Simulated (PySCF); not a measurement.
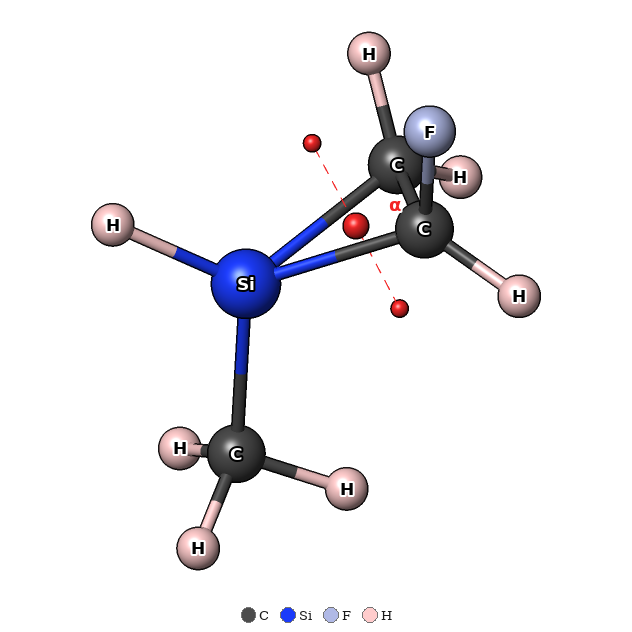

The small points mark where nucleus-independent chemical shifts (NICS) were computed: at the centre of each lettered ring and 1 Å above and below it. Geometry: a frame of a GFN2-xTB molecular-dynamics simulation, not a minimum. Properties computed with GIAO PBE0/pcSseg-1 NMR shielding, non-relativistic, gas phase (PySCF 2.14.0).

Give NICS(0), NICS(1) and the out-of-plane component NICS(1)zz for each ring (means of the two sides).

```json
{"ring": "α", "members": "C2Si", "NICS(0)": "−20.7", "NICS(1)": "−6.9", "NICS(1)zz": "−12.9"}
```

Values in ppm.
